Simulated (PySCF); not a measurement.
# C7H14GeO (SMILES CC(C)OC1=C[CH2][GeH2][CH2]1): what the fields show

```json
{"atom": "C", "x (Å)": "-2.3004", "y (Å)": "-0.1170", "z (Å)": "1.0112"}
{"atom": "C", "x (Å)": "-1.7774", "y (Å)": "0.0347", "z (Å)": "-0.4070"}
{"atom": "C", "x (Å)": "-2.7503", "y (Å)": "0.7583", "z (Å)": "-1.3149"}
{"atom": "O", "x (Å)": "-0.5791", "y (Å)": "0.7998", "z (Å)": "-0.4200"}
{"atom": "C", "x (Å)": "0.5967", "y (Å)": "0.2288", "z (Å)": "-0.0912"}
{"atom": "C", "x (Å)": "0.8147", "y (Å)": "-1.0615", "z (Å)": "0.2468"}
{"atom": "C", "x (Å)": "2.2064", "y (Å)": "-1.5358", "z (Å)": "0.5611"}
{"atom": "Ge", "x (Å)": "3.2922", "y (Å)": "0.0857", "z (Å)": "0.2904"}
{"atom": "C", "x (Å)": "1.7372", "y (Å)": "1.2064", "z (Å)": "-0.1431"}
{"atom": "H", "x (Å)": "-2.5457", "y (Å)": "0.8715", "z (Å)": "1.4289"}
{"atom": "H", "x (Å)": "-3.2109", "y (Å)": "-0.7347", "z (Å)": "1.0239"}
{"atom": "H", "x (Å)": "-1.5546", "y (Å)": "-0.5907", "z (Å)": "1.6648"}
{"atom": "H", "x (Å)": "-1.5620", "y (Å)": "-0.9622", "z (Å)": "-0.8348"}
{"atom": "H", "x (Å)": "-3.7089", "y (Å)": "0.2215", "z (Å)": "-1.3632"}
{"atom": "H", "x (Å)": "-2.3414", "y (Å)": "0.8403", "z (Å)": "-2.3321"}
{"atom": "H", "x (Å)": "-2.9379", "y (Å)": "1.7748", "z (Å)": "-0.9368"}
{"atom": "H", "x (Å)": "-0.0090", "y (Å)": "-1.7784", "z (Å)": "0.3012"}
{"atom": "H", "x (Å)": "2.5280", "y (Å)": "-2.3562", "z (Å)": "-0.1026"}
{"atom": "H", "x (Å)": "2.2958", "y (Å)": "-1.9163", "z (Å)": "1.5929"}
{"atom": "H", "x (Å)": "4.2899", "y (Å)": "-0.0291", "z (Å)": "-0.8778"}
{"atom": "H", "x (Å)": "4.0465", "y (Å)": "0.5521", "z (Å)": "1.5498"}
{"atom": "H", "x (Å)": "1.5770", "y (Å)": "2.0214", "z (Å)": "0.5810"}
{"atom": "H", "x (Å)": "1.7972", "y (Å)": "1.6728", "z (Å)": "-1.1392"}
```

Geometry: PBE0-D3(BJ)/def2-SVP.

These are results of PySCF 2.14.0, wB97X-D/def2-SVPD, SCF density, gas phase, not measurements.

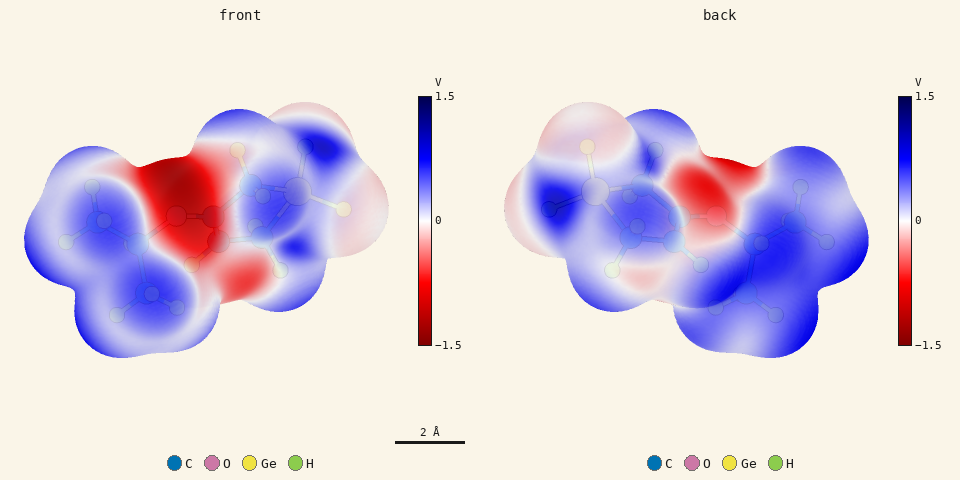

Figure 1. The electrostatic potential painted on the density surface at 0.002 e/bohr³, seen from the front and from behind; the colour scale runs from red (negative) to blue (positive).

Q: Where is the surface potential most negative and most positive?

A: The most negative region (about −1.2 V) lies over O4, the most positive (about +0.9 V) over Ge8. O4 is the likeliest acceptor of a hydrogen bond.

Q: How polar is the molecule by this calculation?

A: Its dipole moment is 1.26 D.

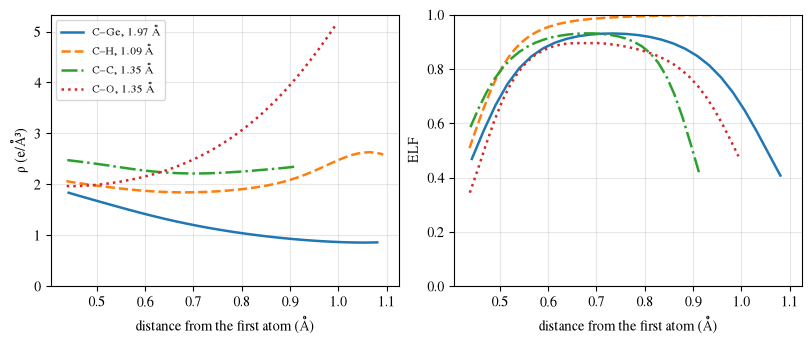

Figure 2. Electron density and ELF along straight lines between neighbouring atoms. The curves leave out the atomic cores.

Q: Compare the contacts.

A: C–Ge (1.97 Å): ρ at the midpoint is about 0.87 e/Å³; the ELF peaks at about 0.95 in the valence shell of C, 0.7 Å from its nucleus, and is about 0.70 at the midpoint.
C–H (1.09 Å): the density is about 1.9 e/Å³ at the midpoint; the ELF climbs to about 1 towards the hydrogen, as it does in any bond to H: an ordinary covalent bond to hydrogen.
C–C (1.35 Å): ρ is about 2.2 e/Å³ halfway; the ELF peaks at about 0.95 between the atoms; localised, covalent bonding.
C–O (1.35 Å): ρ at the midpoint is about 2.4 e/Å³, with its minimum of 2 e/Å³ about 0.5 Å from C; the ELF peaks at about 0.90 between the atoms; a shared but strongly polarised pair.
